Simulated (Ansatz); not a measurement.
System: CH6F2Ge2 (SMILES [CH3][GeH2][GeH]([F])[F]).

Input file:

```
crystal:
  periodic: [false, false, false]
  atoms:
    - {symbol: C, position_ang: [1.183662, 0.413423, 0.671773]}
    - {symbol: F, position_ang: [-0.491261, -2.770022, -0.606598]}
    - {symbol: F, position_ang: [-0.687949, -0.750549, -2.441465]}
    - {symbol: Ge, position_ang: [-0.762102, 0.289275, 0.749286]}
    - {symbol: Ge, position_ang: [-1.388986, -1.312186, -0.945136]}
    - {symbol: H, position_ang: [1.625861, -0.573694, 0.869115]}
    - {symbol: H, position_ang: [1.552294, 1.130401, 1.419707]}
    - {symbol: H, position_ang: [1.493908, 0.744654, -0.329685]}
    - {symbol: H, position_ang: [-1.435686, 1.634787, 0.436704]}
    - {symbol: H, position_ang: [-1.250982, -0.214369, 2.116442]}
    - {symbol: H, position_ang: [-2.820661, -1.759376, -1.283910]}
basis:
  gaussian:
    orbitals: def2-SVPD
hamiltonian:
  xc: pbe0
output:
  forces: true
  orbitals: {seedname: orbitals}
```

Command:

```sh
ansatz run input.yaml --threads 2 --pin off --max-ram 4350MiB --events-out events.jsonl --progress --plain --runs-dir runs
```

Geometry: r2SCAN-D4/def2-SVP.

All numbers below come from isolated molecule in a Gaussian basis; Kohn-Sham density functional theory, functional PBE0 (Ansatz).

Question: What can the converged electron density and electron localisation function tell about the bonding?

Answer: C–Ge (1.95 Å): ρ at the midpoint is about 0.87 e/Å³; the ELF peaks at about 0.90 in the valence shell of C, 0.6 Å from its nucleus, and is about 0.65 at the midpoint.
Ge–Ge (2.41 Å): ρ is about 0.6 e/Å³ halfway; the ELF peaks at about 0.85 between the atoms, as expected for a covalent bond.
C–H (1.10 Å): ρ at the midpoint is about 1.9 e/Å³; the ELF climbs to about 1 towards the hydrogen, as it does in any bond to H; a covalent bond by its length.
Ge–H (1.54 Å): ρ at the midpoint is about 1.1 e/Å³; the ELF climbs to about 1 towards the hydrogen.

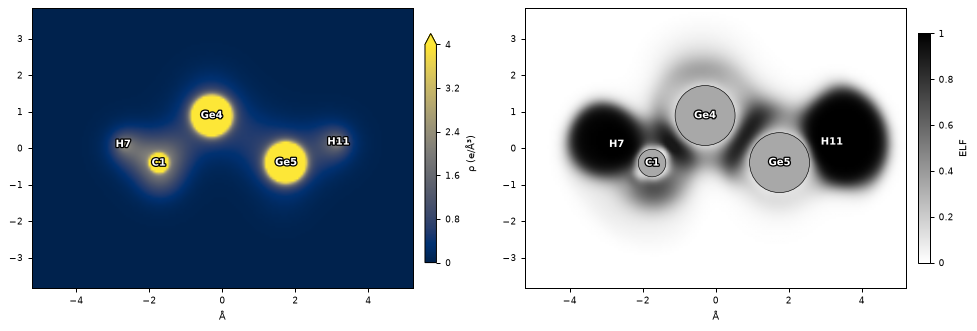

Computed electron density and electron localisation function on the plane of atoms Ge4, C1 and H7, in this order. Grey discs cover the atomic cores in the ELF map. 
